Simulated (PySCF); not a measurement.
C$_{4}$H$_{10}$As$_{2}$S

Input

```
{"job": {"kind": "uv", "xc": "wB97X-D", "basis": "def2-SVPD", "ip": true, "dynamic": true}, "charge": 0, "multiplicity": 1}
C      1.385651    -1.381572     0.547956
C      1.063022    -0.543224    -0.650515
S      1.812384    -0.755021    -2.084258
C      0.026852     0.524227    -0.475581
As     0.934537     2.073191     0.461460
C     -1.207649     0.129377     0.326446
As    -2.158985    -1.408271    -0.512757
H      1.505213    -0.760235     1.451460
H      0.550305    -2.076036     0.744546
H      2.292378    -1.972962     0.376051
H     -0.255162     0.896776    -1.469355
H      1.792118     2.447914    -0.741373
H     -0.159599     3.063683     0.072249
H     -0.945923    -0.176899     1.351791
H     -1.893376     0.984232     0.408531
H     -3.471111    -1.169013     0.229258
H     -2.627819    -0.616574    -1.729313
```

Launched as:

```sh
OMP_NUM_THREADS=1 python probes_run.py task.json out
```

Geometry: PBE0-D3(BJ)/def2-SVP.

Computed with wB97X-D/def2-SVPD, SCF density, gas phase (PySCF 2.14.0).

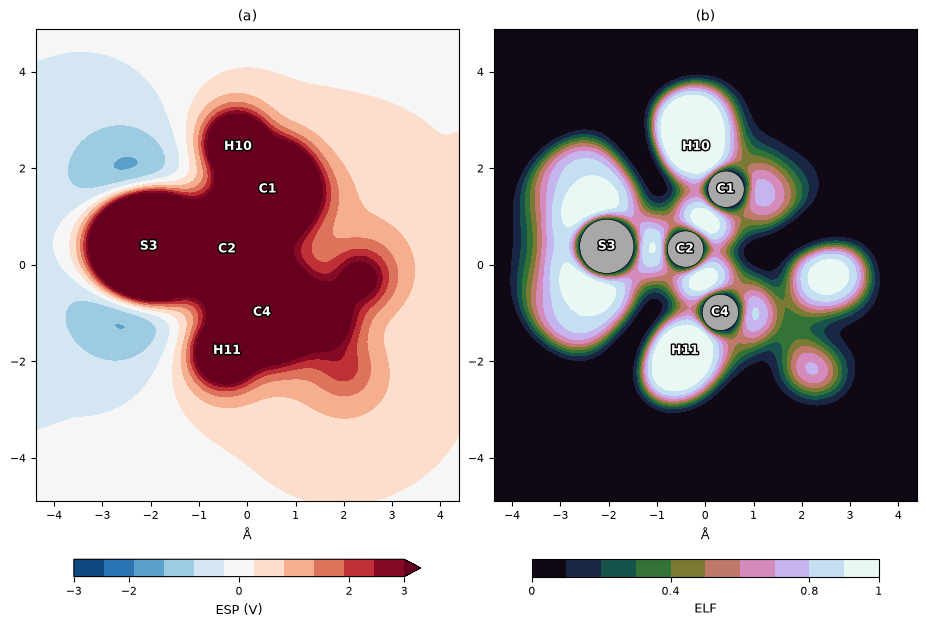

Figure 1. (a) molecular electrostatic potential; (b) ELF on the plane of atoms S3, C2 and C4. Grey discs cover the atomic cores in the ELF map.

**Read the bonding off the picture.**

- Atoms in the plane: C, S and H.
- C–C (1.50 Å): the ELF peaks at about 0.95 between the atoms (localised, covalent bonding).
- C–S (1.63 Å): the ELF peaks at about 0.90 between the atoms: localised, covalent bonding.
- C–H (1.10 Å): the ELF climbs to about 1 towards the hydrogen, as it does in any bond to H: an ordinary covalent bond to hydrogen.
- The ELF also peaks beside S3, away from the bonds: lone-pair regions.
- Outside the dense part of the molecule the potential is most negative (−1.4 V) near S3.

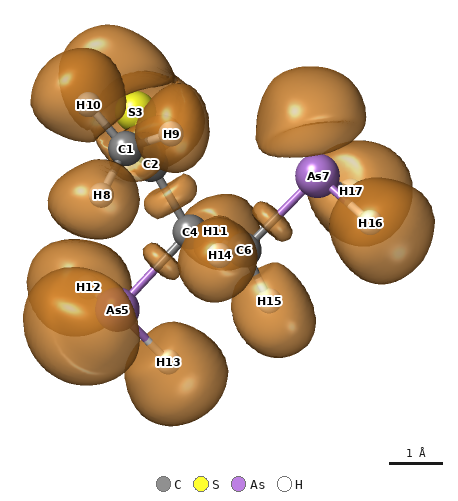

Figure 2. Isosurface of the electron localisation function at 0.8 (orange), seen at a tilt. Only the valence region is drawn (cores and ρ < 0.01 e/Å³ removed).

**Describe the localisation domains.**

The ELF exceeds this value in two regions between bonded As–C atoms (shared pairs), three regions between bonded C–C atoms (shared pairs), one region between bonded C–S atoms (shared pairs), ten regions around hydrogen nuclei, one ring or bowl of non-bonding electrons around S and two lobes on As, pointing away from the bonds (lone pairs).

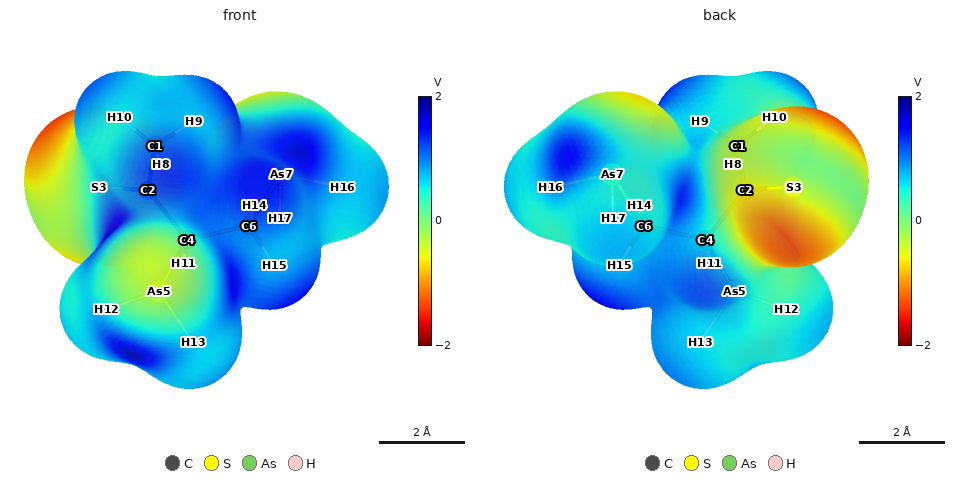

Figure 3. The molecular electrostatic potential painted on the density surface at 0.004 e/bohr³, seen from the front and from behind; red is negative and blue positive.

**Which sites attract a positive test charge, and which a negative one?**

A positive charge is drawn to the negative regions and a negative charge to the positive ones. The most negative region (about −1.3 V, or −30 kcal/mol for a unit charge) lies over S3, the most positive (about +1.7 V, or +39 kcal/mol for a unit charge) over As5 and As7.

**What dipole moment does the calculation give?**

Its dipole moment is 3.02 D.
